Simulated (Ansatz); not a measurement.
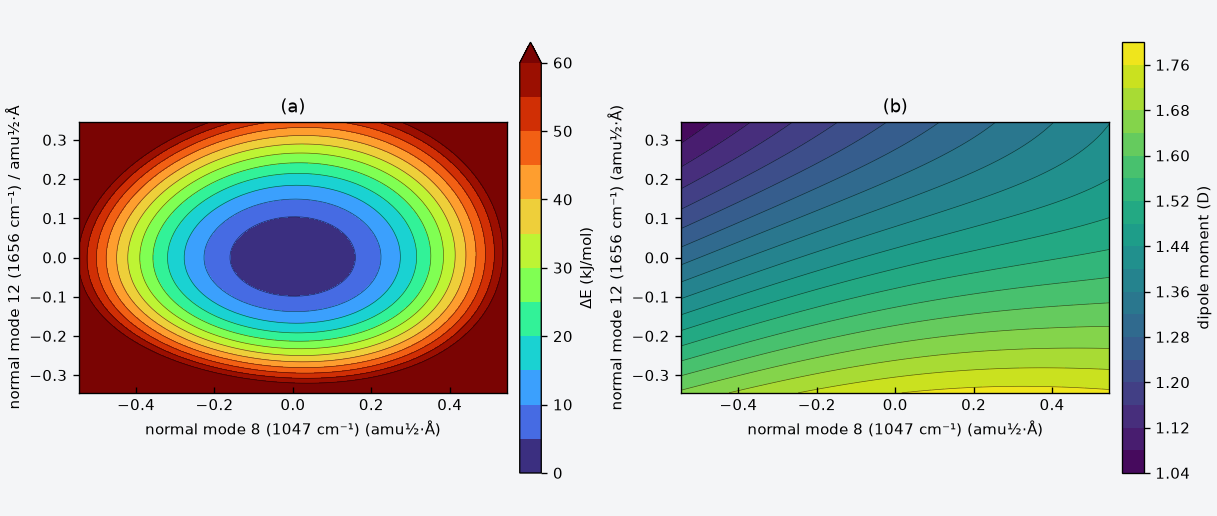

C2H3BO, SMILES B1C=CO1. First axis: normal mode 8 (1047 cm⁻¹). Second axis: normal mode 12 (1656 cm⁻¹). Nothing is relaxed (straight displacements along the two mass-weighted modes). The scan uses an 11 × 11 grid. Points are written as (first, second). Energies are in kJ/mol, from the relaxed molecule at the same level. The calculation used RKS BHLYP-D4/def2-TZVP (Ansatz 0.2.0).

Panel (a) is the energy and panel (b) the computed dipole moment on the same grid.

In the figure: filled contours, one colour for all values above the top of the scale. Between grid points the surface is interpolated.

Question: How does the dipole moment vary over the map, and what is it at the lowest grid point?

Answer: Leaving out the highest fifth of the energies, it runs from 1.14 D at (−0.327 amu½·Å, 0.345 amu½·Å) to 1.77 D at (0.109 amu½·Å, −0.345 amu½·Å). At the lowest grid point, (0.000 amu½·Å, 0.000 amu½·Å), it is 1.46 D.

| second ↓, first → | −0.546 | −0.437 | −0.327 | −0.218 | −0.109 | 0.000 | 0.109 | 0.218 | 0.327 | 0.437 | 0.546 |
| --- | --- | --- | --- | --- | --- | --- | --- | --- | --- | --- | --- |
| 0.345 | 1.05 | 1.09 | 1.14 | 1.18 | 1.21 | 1.25 | 1.28 | 1.31 | 1.34 | 1.37 | 1.40 |
| 0.276 | 1.09 | 1.13 | 1.18 | 1.21 | 1.25 | 1.28 | 1.31 | 1.34 | 1.36 | 1.39 | 1.42 |
| 0.207 | 1.14 | 1.18 | 1.22 | 1.25 | 1.29 | 1.32 | 1.34 | 1.37 | 1.39 | 1.42 | 1.44 |
| 0.138 | 1.19 | 1.23 | 1.27 | 1.30 | 1.33 | 1.36 | 1.39 | 1.41 | 1.43 | 1.45 | 1.46 |
| 0.069 | 1.24 | 1.28 | 1.32 | 1.35 | 1.38 | 1.41 | 1.43 | 1.45 | 1.47 | 1.48 | 1.50 |
| 0.000 | 1.30 | 1.34 | 1.38 | 1.41 | 1.43 | 1.46 | 1.48 | 1.49 | 1.51 | 1.52 | 1.53 |
| −0.069 | 1.37 | 1.40 | 1.44 | 1.47 | 1.49 | 1.51 | 1.53 | 1.54 | 1.56 | 1.56 | 1.57 |
| −0.138 | 1.43 | 1.47 | 1.50 | 1.53 | 1.55 | 1.57 | 1.59 | 1.60 | 1.61 | 1.61 | 1.61 |
| −0.207 | 1.50 | 1.53 | 1.56 | 1.59 | 1.61 | 1.63 | 1.64 | 1.65 | 1.66 | 1.66 | 1.66 |
| −0.276 | 1.57 | 1.60 | 1.63 | 1.66 | 1.68 | 1.69 | 1.70 | 1.71 | 1.72 | 1.72 | 1.71 |
| −0.345 | 1.65 | 1.68 | 1.70 | 1.73 | 1.74 | 1.76 | 1.77 | 1.77 | 1.77 | 1.77 | 1.77 |
